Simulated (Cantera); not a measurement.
Feed: 1 mol Si3N4, 0.48 mol C, 0.021 mol N2, equilibrated at 75.0 Torr.

These are equilibrium values from Cantera (NASA tables, ideal gas, pure condensed phases), not measurements of a reactor. Candidate condensed phases: C, Si, SiC, Si3N4; 32 gas species. Ions and electrons are included (thermal ionisation). Mutual solubility and eutectic melting of coexisting phases are not modelled. The tables' values for SiN are old estimates; treat these amounts as uncertain. Kinetics and transport are ignored.

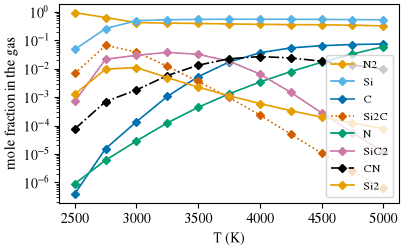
*Equilibrium gas composition (values under 1e-9 drawn at 1e-9)*

From 2500 K to 2750 K the condensed part is Si(l) + SiC(s). From 3000 K to 5000 K nothing is condensed. The main Si-bearing gas is Si throughout.
